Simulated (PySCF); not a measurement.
# C2H4ClF (1-chloro-1-fluoroethane) at MP2/3-21G

Aim: the vertical singlet–triplet gap of C2H4ClF (1-chloro-1-fluoroethane) at MP2/3-21G, from 2 runs. 

The results are computed with PySCF 2.14.0.

2 further runs of the same task are left out: 2 set aside as unsound or not needed.

### 1 Starting point

C2H4ClF has 8 atoms, charge 0, and is taken as a singlet. As SMILES, `CC(F)Cl`. The coordinates come from a PBE0-D4/def2-TZVP relaxation.

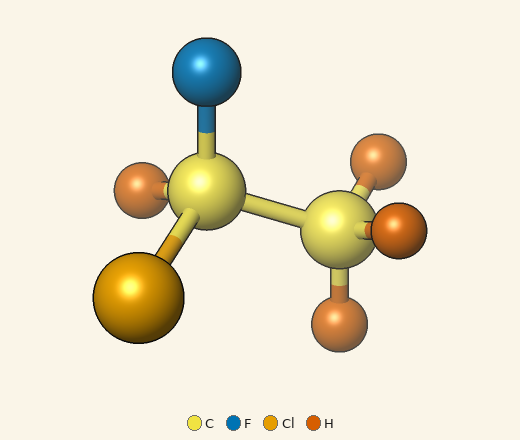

Viewed from a chosen angle; carbon yellow, fluorine blue, chlorine amber, hydrogen orange.

### 2 A single-point energy at MP2/3-21G

The input, start.xyz:

```xyz
8
C2H4ClF
C      0.023800     0.798000    -0.063300
C     -0.053500    -0.682200     0.160900
F      1.025400    -1.104300     0.878600
Cl    -0.081400    -1.566700    -1.387100
H     -0.846800     1.140400    -0.622400
H      0.049700     1.305200     0.903700
H      0.927000     1.044400    -0.622300
H     -0.952100    -0.992000     0.696200
```

The input, calc.py:

```python
# CC(F)Cl
from pyscf import gto, scf, mp

molecule = gto.Mole()
molecule.atom = 'start.xyz'
molecule.verbose = 3
molecule.basis = '3-21g'
molecule.max_memory = 1860
molecule.build()

mf = scf.RHF(molecule)
mf.conv_tol = 1e-10
mf.kernel()
if not mf.converged:
    mf = mf.newton().run(mf.mo_coeff, mf.mo_occ)

pt = mp.MP2(mf, frozen=8).run()
e_tot = pt.e_tot
print('Final energy', e_tot)
```

Launch:

```console
OMP_NUM_THREADS=1 python calc.py
```

Log:

```text
converged SCF energy = -633.821025730743
E(RMP2) = -634.165313952757  E_corr = -0.344288222013578
E(SCS-RMP2) = -634.164617962642  E_corr = -0.343592231898656
Final energy -634.1653139527566
```

Run time: 0.84 s. Hardware: 1 thread of Arm Neoverse V1, shared host; peak memory 0.12 GiB.

### 3 The triplet, same level

The input, job.py:

```python
from pyscf import gto, mp

system = gto.Mole()
system.atom = '''
C    0.023800   0.798000  -0.063300
C   -0.053500  -0.682200   0.160900
F    1.025400  -1.104300   0.878600
Cl  -0.081400  -1.566700  -1.387100
H   -0.846800   1.140400  -0.622400
H    0.049700   1.305200   0.903700
H    0.927000   1.044400  -0.622300
H   -0.952100  -0.992000   0.696200
'''
system.basis = '3-21g'
system.max_memory = 1860
system.verbose = 4
system.spin = 2
system.build()

myscf = system.UHF()
myscf.conv_tol = 1e-10
myscf.kernel()
if not myscf.converged:
    myscf = myscf.newton().run(myscf.mo_coeff, myscf.mo_occ)

pt = mp.MP2(myscf, frozen=8).run()
energy = pt.e_tot
print(f'total energy: {energy:.8f} hartree')
```

Launch:

```console
OMP_NUM_THREADS=1 python job.py
```

Log:

```text
PySCF version 2.14.0

[INPUT] num. atoms = 8
[INPUT] num. electrons = 42
[INPUT] charge = 0
[INPUT] spin (= nelec alpha-beta = 2S) = 2
[INPUT] symmetry False subgroup None
[INPUT] Mole.unit = angstrom
[INPUT] Symbol           X                Y                Z      unit          X                Y                Z       unit  Magmom
[INPUT]  1 C      0.023800000000   0.798000000000  -0.063300000000 AA    0.044975481765   1.508001447403  -0.119619663685 Bohr   0.0
[INPUT]  2 C     -0.053500000000  -0.682200000000   0.160900000000 AA   -0.101100347664  -1.289171162178   0.304056933443 Bohr   0.0
[INPUT]  3 F      1.025400000000  -1.104300000000   0.878600000000 AA    1.937725168129  -2.086824559357   1.660313373043 Bohr   0.0
[INPUT]  4 Cl    -0.081400000000  -1.566700000000  -1.387100000000 AA   -0.153823706540  -2.960633919356  -2.621239107384 Bohr   0.0
[INPUT]  5 H     -0.846800000000   1.140400000000  -0.622400000000 AA   -1.600220082282   2.155043672454  -1.176165539929 Bohr   0.0
[INPUT]  6 H      0.049700000000   1.305200000000   0.903700000000 AA    0.093919388391   2.466470537782   1.707745498769 Bohr   0.0
[INPUT]  7 H      0.927000000000   1.044400000000  -0.622300000000 AA    1.751776117472   1.973629964496  -1.175976567317 Bohr   0.0
[INPUT]  8 H     -0.952100000000  -0.992000000000   0.696200000000 AA   -1.799208243198  -1.874608315569   1.315627327922 Bohr   0.0

nuclear repulsion = 166.648646252766
number of shells = 30
number of NR pGTOs = 84
number of NR cGTOs = 48
basis = 3-21g
ecp = {}

******** <class 'pyscf.scf.uhf.UHF'> ********
method = UHF
initial guess = minao
damping factor = 0
level_shift factor = 0
DIIS = <class 'pyscf.scf.diis.CDIIS'>
diis_start_cycle = 1
diis_space = 8
diis_damp = 0
SCF conv_tol = 1e-10
SCF conv_tol_grad = None
SCF max_cycles = 50
direct_scf = True
direct_scf_tol = 1e-13
number electrons alpha = 22  beta = 20
Set gradient conv threshold to 1e-05
init E= -633.936955270284
[... the frontier-level lines of each cycle are left out ...]


cycle= 1 E= -633.374079966946  delta_E= 0.563  |g|= 0.429  |ddm|= 5.05


cycle= 2 E= -633.477816225363  delta_E= -0.104  |g|= 0.29  |ddm|= 1.55
cycle= 3 E= -633.519074769453  delta_E= -0.0413  |g|= 0.076  |ddm|= 0.392
cycle= 4 E= -633.536786275592  delta_E= -0.0177  |g|= 0.0537  |ddm|= 0.38
cycle= 5 E= -633.549185393231  delta_E= -0.0124  |g|= 0.0357  |ddm|= 0.308
cycle= 6 E= -633.554513493043  delta_E= -0.00533  |g|= 0.0153  |ddm|= 0.284
cycle= 7 E= -633.554603983773  delta_E= -9.05e-05  |g|= 0.00959  |ddm|= 0.0633
cycle= 8 E= -633.554781457074  delta_E= -0.000177  |g|= 0.00337  |ddm|= 0.046
cycle= 9 E= -633.554814856019  delta_E= -3.34e-05  |g|= 0.00204  |ddm|= 0.0301
cycle= 10 E= -633.554829211781  delta_E= -1.44e-05  |g|= 0.000953  |ddm|= 0.0123
cycle= 11 E= -633.554834561506  delta_E= -5.35e-06  |g|= 0.000714  |ddm|= 0.00737
cycle= 12 E= -633.554838983828  delta_E= -4.42e-06  |g|= 0.000547  |ddm|= 0.0051
cycle= 13 E= -633.554843012918  delta_E= -4.03e-06  |g|= 0.000414  |ddm|= 0.00575
cycle= 14 E= -633.554844649008  delta_E= -1.64e-06  |g|= 0.000309  |ddm|= 0.00329
cycle= 15 E= -633.554845609865  delta_E= -9.61e-07  |g|= 0.000276  |ddm|= 0.00237
cycle= 16 E= -633.554846459292  delta_E= -8.49e-07  |g|= 0.000259  |ddm|= 0.00199
cycle= 17 E= -633.554847363905  delta_E= -9.05e-07  |g|= 0.000246  |ddm|= 0.00209
cycle= 18 E= -633.55485019747  delta_E= -2.83e-06  |g|= 0.000199  |ddm|= 0.00742
cycle= 19 E= -633.554853701469  delta_E= -3.5e-06  |g|= 0.00011  |ddm|= 0.0143
cycle= 20 E= -633.554854610137  delta_E= -9.09e-07  |g|= 4.68e-05  |ddm|= 0.0092
cycle= 21 E= -633.554854670475  delta_E= -6.03e-08  |g|= 2.16e-05  |ddm|= 0.0022
cycle= 22 E= -633.554854677751  delta_E= -7.28e-09  |g|= 1.1e-05  |ddm|= 0.000764
cycle= 23 E= -633.554854678824  delta_E= -1.07e-09  |g|= 5.33e-06  |ddm|= 0.00019
cycle= 24 E= -633.554854679046  delta_E= -2.22e-10  |g|= 2.9e-06  |ddm|= 5.68e-05
cycle= 25 E= -633.554854679123  delta_E= -7.66e-11  |g|= 1.54e-06  |ddm|= 3.01e-05
Extra cycle  E= -633.554854679131  delta_E= -8.41e-12  |g|= 1.28e-06  |ddm|= 3.81e-06
converged SCF energy = -633.554854679131  <S^2> = 2.0076572  2S+1 = 3.0051005

******** <class 'pyscf.mp.ump2.UMP2'> ********
nocc = (np.int64(14), np.int64(12)), nmo = (40, 40)
frozen orbitals 8
E(UMP2) = -633.876328142052  E_corr = -0.321473462920111
E(SCS-UMP2) = -633.874507255697  E_corr = -0.319652576565891
E_corr(same-spin) = -0.0762872064672029
E_corr(oppo-spin) = -0.245186256452908
total energy: -633.87632814 hartree
```

It took 1.1 s on 1 thread of Arm Neoverse V1, shared host; peak memory 0.13 GiB.

### 4 Summary of results

Level: MP2/3-21G, 8 core orbitals frozen.

| quantity | value |
| --- | --- |
| singlet: total energy | -634.16531 Eh |
| singlet: dipole moment (Hartree–Fock density) | 2.85 D |
| singlet: HOMO energy (Hartree–Fock orbitals) | -12.24 eV |
| singlet: LUMO energy (Hartree–Fock orbitals) | 5.33 eV |
| singlet: HOMO–LUMO gap (Hartree–Fock orbitals) | 17.57 eV |
| singlet: correlation energy (8 core orbitals frozen) | -344.3 mEh |
| triplet: total energy | -633.87633 Eh |
| triplet: dipole moment (Hartree–Fock density) | 2.04 D |
| triplet: HOMO energy (Hartree–Fock orbitals) (highest over α and β) | -5.00 eV |
| triplet: LUMO energy (Hartree–Fock orbitals) (lowest over α and β) | -1.82 eV |
| triplet: correlation energy (8 core orbitals frozen) | -321.5 mEh |
| triplet: ⟨S²⟩ of the reference determinant | 2.008 |
| vertical energy of the triplet above the singlet | 7.864 eV |

In words: At this shape the triplet lies 7.86 eV (759 kJ/mol) above the singlet. Mulliken charges (singlet) of the mean-field density run from -0.63 on C1 to +0.27 on H8. Mulliken charges (triplet) of the mean-field density run from -0.63 on C1 to +0.33 on Cl4.
